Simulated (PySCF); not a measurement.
## Run report: C$_{5}$H$_{13}$FOSi$_{2}$, NMR shielding calculation

C$_{5}$H$_{13}$FOSi$_{2}$, computed with GIAO PBE0/pcSseg-1 NMR shielding, non-relativistic, gas phase (PySCF 2.14.0).

The geometry comes from this level: GFN2-xTB. It belongs to a series of runs on one base structure; here: H on C replaced by CH2SiH3. Figures and captions count atoms from 1; the log counts them from 0 in places.

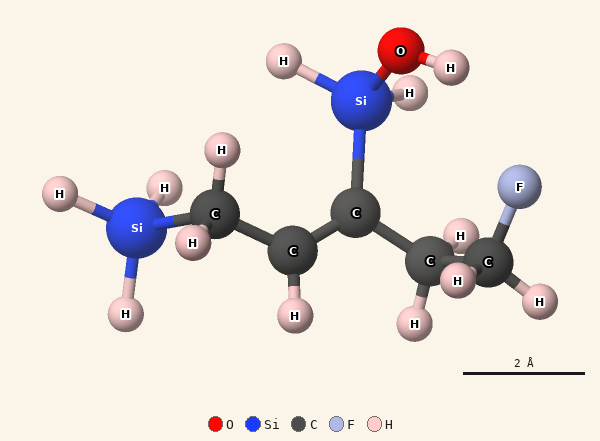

**Figure 1.** The input geometry (ball-and-stick view, seen at a tilt).

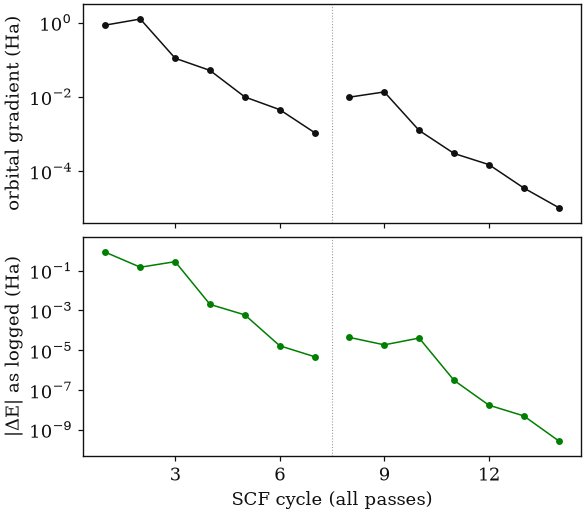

**Figure 2.** Convergence of the self-consistent field: orbital gradient and size of the energy change against the SCF cycle. The dotted line marks the change from a coarse to the final integration grid. The first 7 cycles use a coarse grid, the final grid takes over at cycle 8, and the field converges after 14 cycles in all.

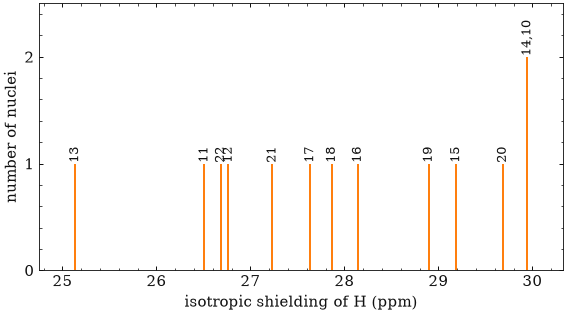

**Figure 3.** Isotropic shieldings of the hydrogen nuclei in this fixed geometry, labelled by atom number; shielding grows to the right, so chemical shift grows to the left. The least shielded is H13 (25.1 ppm), the most shielded H10 (30.0 ppm).

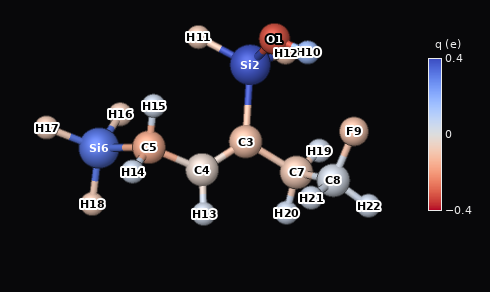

**Figure 4.** Hirshfeld charges, as the colour of each atom (ball-and-stick view, seen at a tilt; atoms are numbered from 1 in the order of the input). By element: O −0.31, Si +0.32 to +0.38, C −0.15 to +0.03, F −0.10 and H −0.09 to +0.15 e.

The input that produced these results follows, with the program's output.

**The input**
```
{"job": {"kind": "nmr", "xc": "PBE0", "basis": "pcSseg-1"}, "charge": 0, "multiplicity": 1}
O     -1.161672     2.572447     0.780075
Si    -0.544593     1.213745     1.421538
C     -0.416598    -0.188625     0.153132
C      0.655538    -0.467333    -0.585706
C      1.958572     0.243193    -0.561018
Si     3.204241    -0.687762     0.547219
C     -1.661113    -1.025148    -0.041098
C     -2.579844    -0.416628    -1.096272
F     -3.100936     0.786206    -0.665615
H     -1.978193     2.537699     0.284947
H      0.732115     1.685887     1.938649
H     -1.403700     0.704250     2.498790
H      0.625954    -1.316566    -1.265502
H      2.358536     0.304442    -1.574766
H      1.833275     1.259229    -0.192173
H      2.685904    -0.745175     1.913067
H      4.488832     0.014744     0.505046
H      3.386090    -2.049267     0.033792
H     -2.216147    -1.109654     0.894694
H     -1.402833    -2.030879    -0.382054
H     -2.035487    -0.201842    -2.021500
H     -3.438353    -1.063579    -1.304629
```

The first line tells a small driver script what to run in PySCF; the rest is the geometry in Å.

Launch command:
```bash
OMP_NUM_THREADS=1 python <driver script> task.json out
```

**Output**
```
coarse grid: 18912 points
cycle   1  E = -951.4911434629  dE =  8.357e-01  |g| = 8.570e-01  |ddm| = 4.123e+00
cycle   2  E = -951.3437643657  dE =  1.474e-01  |g| = 1.247e+00  |ddm| = 1.903e+00
cycle   3  E = -951.6247316366  dE = -2.810e-01  |g| = 1.096e-01  |ddm| = 1.349e+00
cycle   4  E = -951.6267144595  dE = -1.983e-03  |g| = 5.145e-02  |ddm| = 1.466e-01
cycle   5  E = -951.6273037925  dE = -5.893e-04  |g| = 9.927e-03  |ddm| = 5.590e-02
cycle   6  E = -951.6273202421  dE = -1.645e-05  |g| = 4.526e-03  |ddm| = 1.183e-02
cycle   7  E = -951.6273248961  dE = -4.654e-06  |g| = 1.089e-03  |ddm| = 4.364e-03
final grid: 172544 points
cycle   8  E = -951.6967940483  dE = -4.339e-05  |g| = 9.825e-03  |ddm| = 3.610e-02
cycle   9  E = -951.6967757026  dE =  1.835e-05  |g| = 1.358e-02  |ddm| = 2.074e-02
cycle  10  E = -951.6968159812  dE = -4.028e-05  |g| = 1.244e-03  |ddm| = 1.236e-02
cycle  11  E = -951.6968162813  dE = -3.001e-07  |g| = 2.992e-04  |ddm| = 1.289e-03
cycle  12  E = -951.6968162982  dE = -1.693e-08  |g| = 1.499e-04  |ddm| = 4.047e-04
cycle  13  E = -951.6968163031  dE = -4.887e-09  |g| = 3.522e-05  |ddm| = 1.412e-04
cycle  14  E = -951.6968163034  dE = -2.733e-10  |g| = 1.045e-05  |ddm| = 4.137e-05
converged SCF energy = -951.6968163034

GIAO shielding tensors (ppm)
atom      isotropic    diamagn.    paramagn.     s11        s22        s33       span
  0 O      316.921     388.644     -71.723    292.719    310.666    347.379     54.660
  1 Si     380.232     881.348    -501.116    358.129    365.952    416.616     58.487
  2 C       43.351     265.676    -222.325    -67.522     32.210    165.365    232.887
  3 C       34.241     258.707    -224.466    -79.961     44.473    138.211    218.172
  4 C      167.617     253.501     -85.883    151.211    162.253    189.387     38.175
  5 Si     417.767     879.346    -461.580    373.236    415.749    464.315     91.079
  6 C      142.008     249.380    -107.372    127.337    143.111    155.574     28.237
  7 C       93.652     242.551    -148.899     61.199     82.474    137.283     76.084
  8 F      419.939     476.390     -56.451    383.835    408.650    467.333     83.498
  9 H       29.961      32.301      -2.340     19.993     26.918     42.973     22.980
 10 H       26.508      31.119      -4.611     22.918     26.161     30.444      7.525
 11 H       26.766      30.639      -3.874     24.043     24.934     31.319      7.276
 12 H       25.132      36.207     -11.075     22.473     23.419     29.504      7.032
 13 H       29.925      30.918      -0.992     25.841     28.004     35.931     10.090
 14 H       29.186      33.404      -4.218     24.666     29.594     33.298      8.632
 15 H       28.140      29.314      -1.174     24.521     27.731     32.167      7.646
 16 H       27.633      28.035      -0.402     24.428     24.890     33.581      9.153
 17 H       27.864      28.887      -1.024     24.682     26.209     32.700      8.018
 18 H       28.895      32.038      -3.144     26.118     27.892     32.674      6.557
 19 H       29.683      32.713      -3.030     25.200     29.307     34.541      9.341
 20 H       27.232      30.473      -3.241     23.087     27.543     31.066      7.980
 21 H       26.682      27.563      -0.881     22.152     27.002     30.893      8.740
```

**Summary**

- outcome: converged
- total energy: −951.696816 hartree
- HOMO: −7.13 eV
- LUMO: −0.66 eV
- dipole moment: 3.11 D
- isotropic shielding, O: 316.9 ppm
- isotropic shielding, Si: 380.2 to 417.8 ppm
- isotropic shielding, C: 34.2 to 167.6 ppm
- isotropic shielding, F: 419.9 ppm
- isotropic shielding, H: 25.1 to 30.0 ppm
- hardware: 1 CPU thread, shared host
- wall time: 49 s
- peak memory: 1.1 GiB
